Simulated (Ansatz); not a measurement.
C3H11MoN3O (SMILES C[N]=[Mo]([NH2])(=[O])[N](C)C)

Input

```
crystal:
  periodic: [false, false, false]
  atoms:
    - {symbol: C, position_ang: [-1.964145, -1.713235, -1.703485]}
    - {symbol: N, position_ang: [-1.039853, -1.240565, -0.733072]}
    - {symbol: Mo, position_ang: [0.566976, -0.749711, -0.292809]}
    - {symbol: N, position_ang: [1.137529, -1.963094, 1.123873]}
    - {symbol: O, position_ang: [1.678248, -0.782576, -1.571670]}
    - {symbol: N, position_ang: [0.402264, 1.063086, 0.365242]}
    - {symbol: C, position_ang: [-0.793098, 1.740261, 0.797386]}
    - {symbol: C, position_ang: [1.596541, 1.859773, 0.523878]}
    - {symbol: H, position_ang: [-2.794353, -1.005282, -1.805952]}
    - {symbol: H, position_ang: [-1.502428, -1.850665, -2.687518]}
    - {symbol: H, position_ang: [-2.389490, -2.670460, -1.381963]}
    - {symbol: H, position_ang: [0.530361, -2.582392, 1.635051]}
    - {symbol: H, position_ang: [2.106586, -2.131098, 1.347319]}
    - {symbol: H, position_ang: [-0.751338, 1.973123, 1.870786]}
    - {symbol: H, position_ang: [-1.668326, 1.118066, 0.616750]}
    - {symbol: H, position_ang: [-0.919343, 2.690207, 0.258868]}
    - {symbol: H, position_ang: [1.503618, 2.812458, -0.015061]}
    - {symbol: H, position_ang: [1.786851, 2.087289, 1.581913]}
    - {symbol: H, position_ang: [2.471499, 1.340417, 0.126864]}
basis:
  gaussian: {orbitals: def2-TZVPP}
hamiltonian: {xc: pbe0, dispersion: d4}
output: {orbitals: {seedname: orbitals}}
```

Run with:

```sh
ansatz run in.yaml --threads 4 --pin off --events-out ev --progress --plain --max-ram 66560MiB --backend cuda --devices 0, --max-vram 37GiB
```

Geometry: PBE0-D4/def2-TZVP; core potentials replace the inner electrons of Mo.

Method: RKS PBE0-D4/def2-TZVPP in Ansatz.

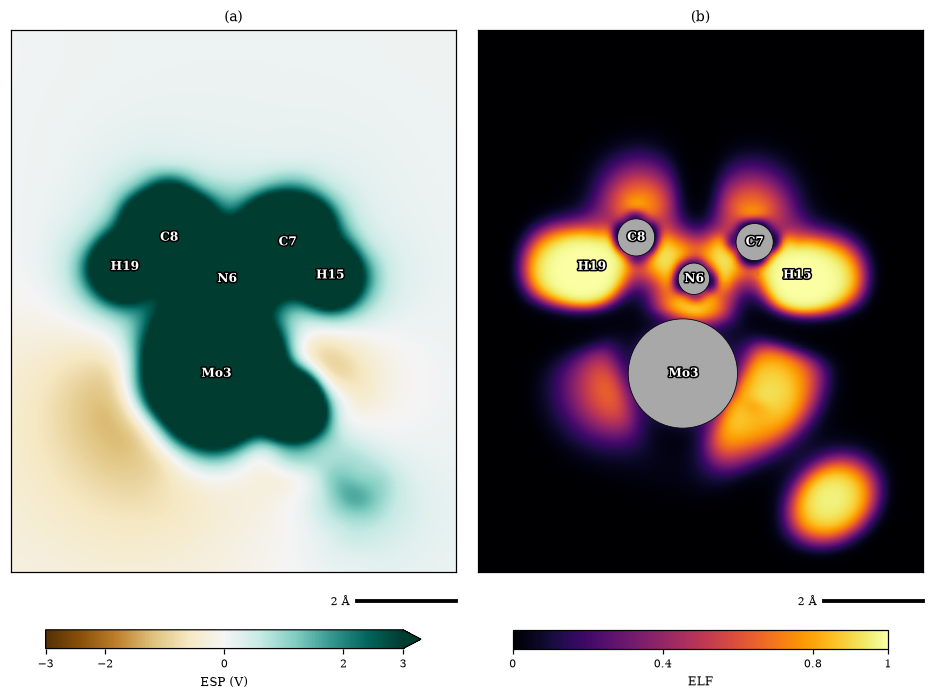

Figure 1. (a) electrostatic potential; (b) ELF on the plane of atoms Mo3, N6 and C7. Grey discs cover the atomic cores in the ELF map.

Question: Read the bonding off the picture.

Answer: The plane passes through Mo, N, C and H nuclei.
C–N (1.44 Å): the ELF peaks at about 0.90 between the atoms (a shared electron pair).
Mo–N (1.94 Å): the ELF peaks at about 0.85 in the valence shell of N, 0.6 Å from its nucleus, and is about 0.35 at the midpoint.
C–H (1.09 Å): the ELF climbs to about 1 towards the hydrogen, as it does in any bond to H; an ordinary covalent bond to hydrogen.
Outside the dense part of the molecule the potential is most negative (−1.3 V) near O5, which lies off the plane.

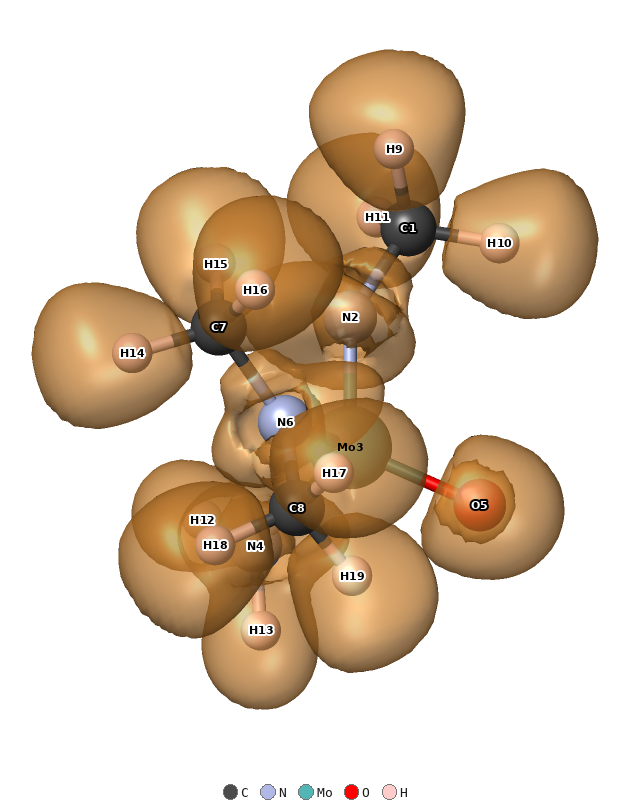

Figure 2. Isosurface of the ELF at 0.75 (orange), seen at an oblique angle. Core shells and regions of very low density are left out.

Question: Identify the bonds, lone pairs and shells in this picture.

Answer: The surface consists of nine regions around hydrogen nuclei, two regions on N in which the atom's valence shell and bonds are merged, one region wrapped around O (its valence shell) and one joined region spread over several atoms (H, N), in which their bonds and any lone pairs are merged.


C–N (1.42 Å): the ELF peaks at about 0.90 between the atoms; a shared electron pair. Mo–O (1.69 Å): the ELF peaks at about 0.80 in the valence shell of O, 0.5 Å from its nucleus, and drops to about 0.40 between the two atoms.

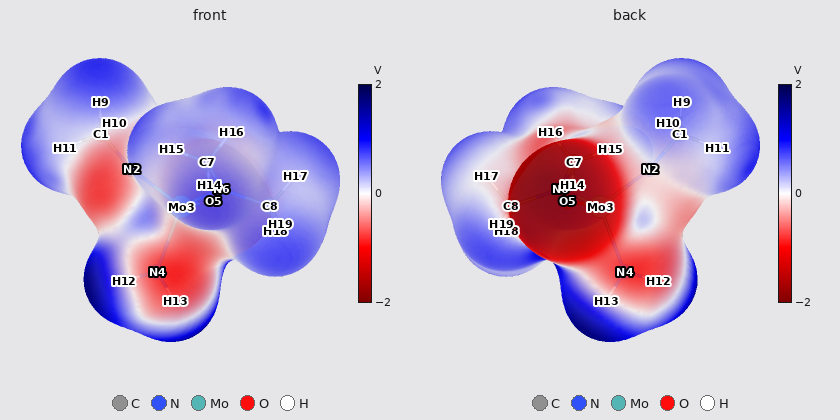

Figure 3. The electrostatic potential painted on the density surface at 0.002 e/bohr³, seen from the front and from behind; red is negative and blue positive.

Question: Describe the electrostatic potential map.

Answer: The most negative region (about −1.9 V) lies over O5, the most positive (about +1.7 V) over H12 and H13. O5 is the likeliest acceptor of a hydrogen bond.

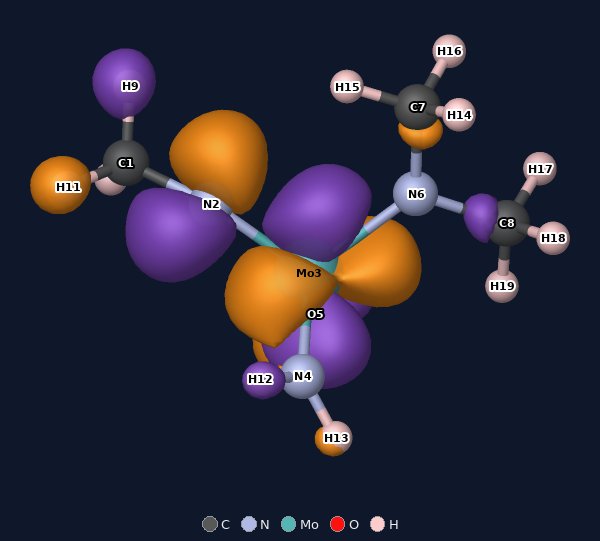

Figure 4. One frontier orbital at ±0.1 Å⁻³ᐟ² (orange and purple are the two phases), seen across its widest extent.

Question: Which orbital is it: HOMO or LUMO?

Answer: The LUMO, at −0.91 eV. Its weight (Hirshfeld) is mainly on Mo3 (about 50 %), N2 (about 20 %) and O5 (about 10 %).
